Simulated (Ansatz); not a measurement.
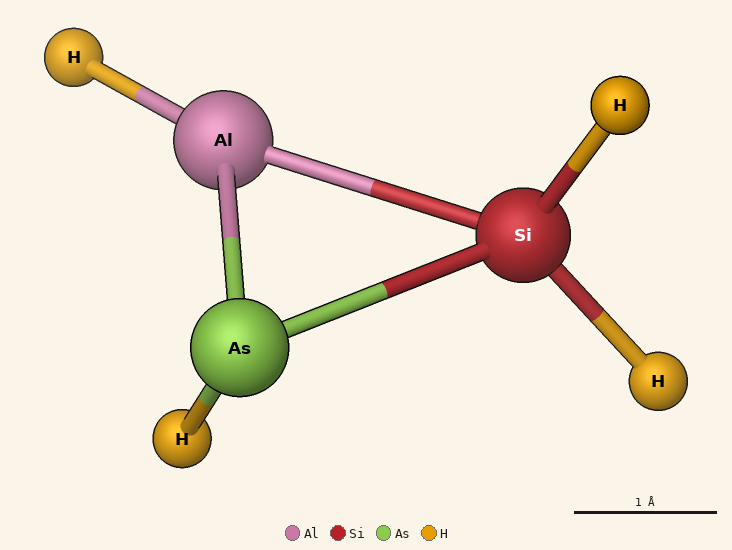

Ball-and-stick drawing of a structure.

Computed geometry: PBE0-D4/def2-TZVP optimisation.

Description:

The molecule is AlAsH₄Si. Its SMILES string is `[AlH]1[SiH2][AsH]1`. Among its groups: Si–H bond. The point group is C1. Coordination, clear cases only: 1 As trigonal pyramidal.

More results for the same structure follow; atom numbers are the same in all pictures, views and colours differ.

Vibrations

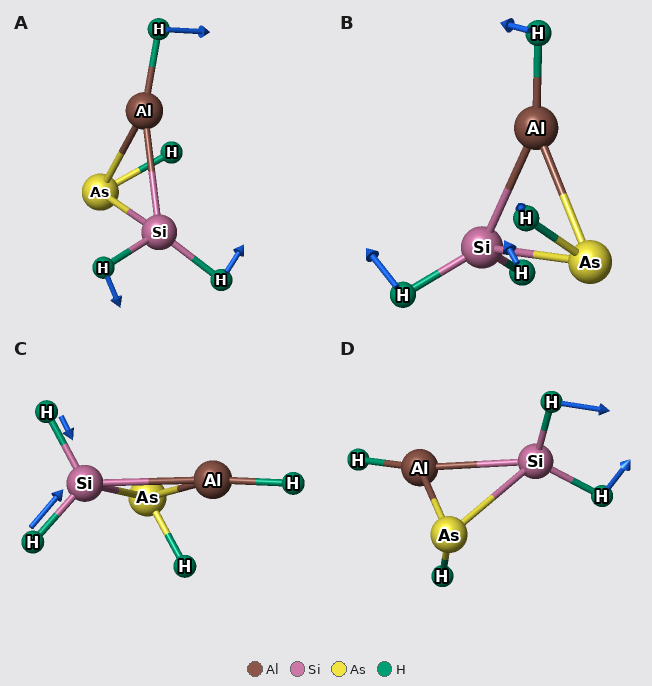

4 normal modes of one molecule or complex, as arrows. Harmonic vibrations computed with RKS PBE0-D4/def2-TZVP (Ansatz 0.2.0) at a stationary point of the same level.

Question: Match the panels to the wavenumbers 377 cm⁻¹, 619 cm⁻¹, 922 cm⁻¹, 2206 cm⁻¹.

Answer: A: 377 cm⁻¹, Al–Si–H bending
B: 619 cm⁻¹, angle bending
C: 2206 cm⁻¹, in-phase stretching of 2 Si–H bonds
D: 922 cm⁻¹, angle bending

Dipole moment

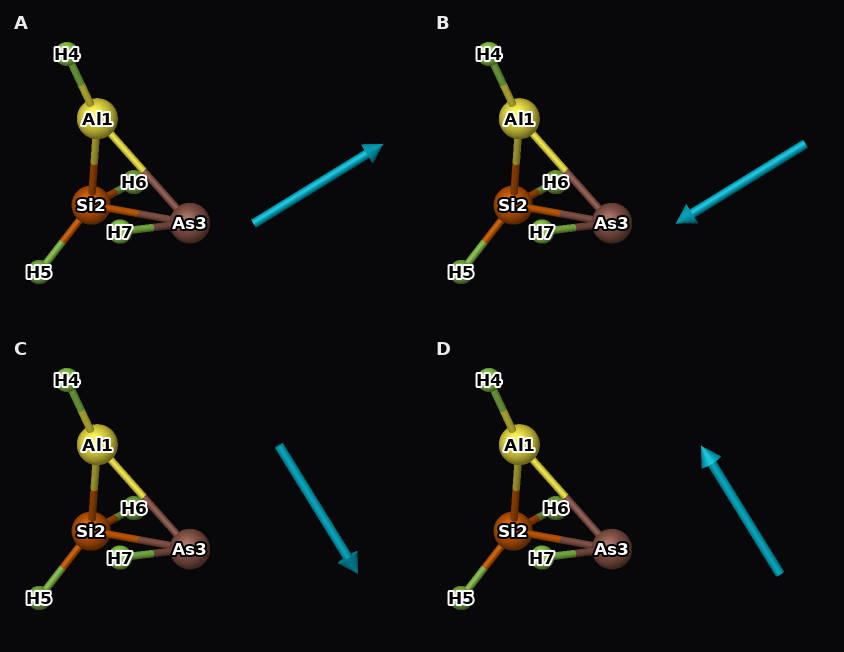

The same molecule four times, each with an arrow. Level of theory: RKS PBE0-D4/def2-TZVP (Ansatz 0.2.0).

Question: Which arrow points along the dipole moment, from the negative to the positive end?

Answer: D. The dipole moment is 1.31 D; it points from the side of As3 to the side of H4 (the outermost atoms at the two ends).

Thermal motion

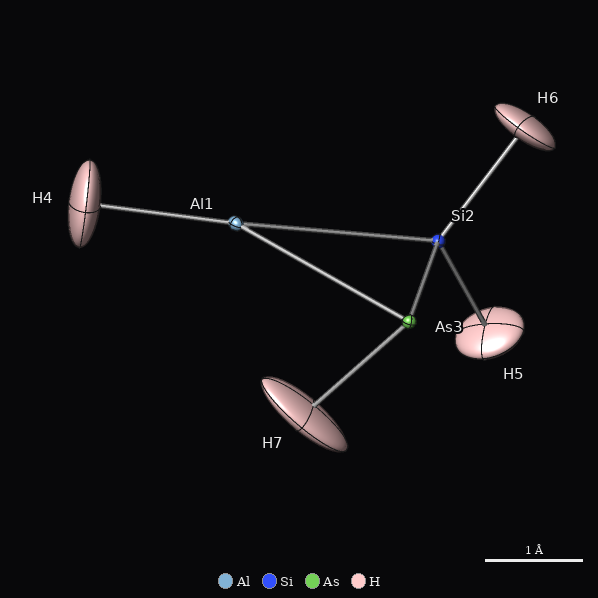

Displacement ellipsoids at the 50 % level, from the internal vibrations of the free molecule (harmonic, no overall translation or rotation; no half-axis is drawn under 0.075 Å). Vibrations computed with RKS PBE0-D4/def2-TZVP (Ansatz 0.2.0). Temperature: 600 K.

List U_eq and the three principal root-mean-square amplitudes for each kind of atom.

```json
{"atom": "Al1", "U_eq (Å²)": "0.0020", "rms amplitudes (Å)": "0.021, 0.042, 0.062"}
{"atom": "Si2", "U_eq (Å²)": "0.0020", "rms amplitudes (Å)": "0.017, 0.038, 0.064"}
{"atom": "As3", "U_eq (Å²)": "0.00040", "rms amplitudes (Å)": "0.003, 0.019, 0.029"}
{"atom": "H4", "U_eq (Å²)": "0.0582", "rms amplitudes (Å)": "0.106, 0.271, 0.299"}
{"atom": "H5", "U_eq (Å²)": "0.0402", "rms amplitudes (Å)": "0.092, 0.230, 0.244"}
{"atom": "H6", "U_eq (Å²)": "0.0416", "rms amplitudes (Å)": "0.088, 0.239, 0.245"}
{"atom": "H7", "U_eq (Å²)": "0.0671", "rms amplitudes (Å)": "0.093, 0.230, 0.373"}
```
